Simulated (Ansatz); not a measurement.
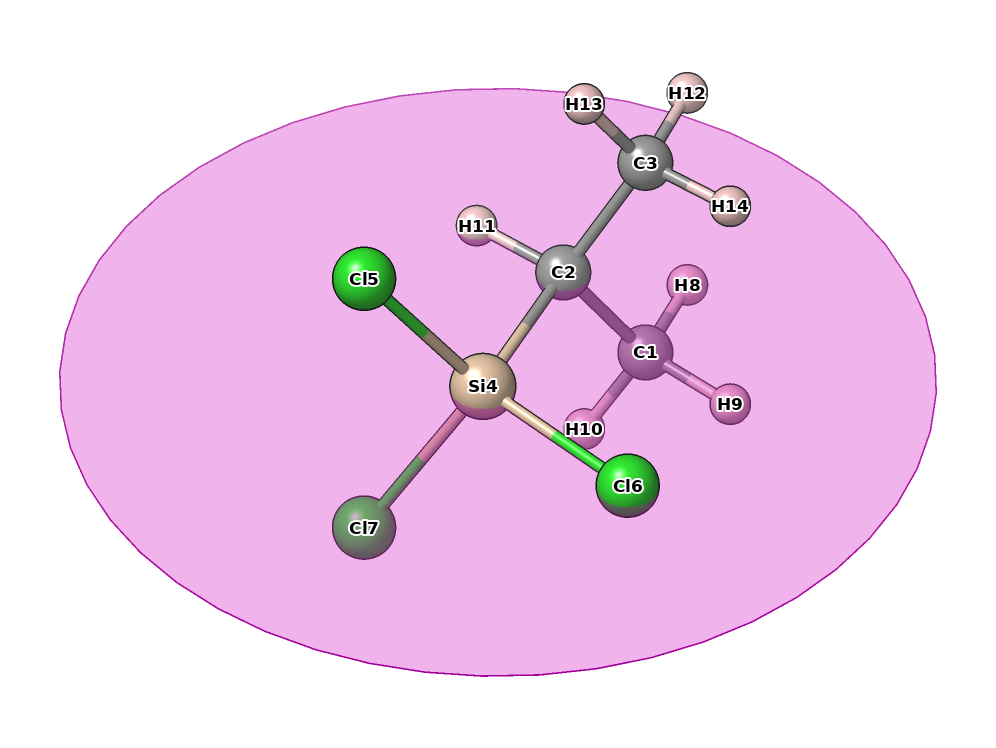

A disc through the centre of mass is drawn in. Depth is shown by fading: the farther an atom, the more it takes the colour of the background. The geometry was computed by an optimisation with PBE-D4/def2-SVP. No frequency run is at hand to confirm it as a minimum.

### Is the plane of the disc a mirror plane of the structure?

Yes. The reflection leaves C2, Si4, Cl6, H11 in place and moves C1 ↔ C3; Cl5 ↔ Cl7; H8 ↔ H12; H9 ↔ H14; H10 ↔ H13. The point group is Cs.
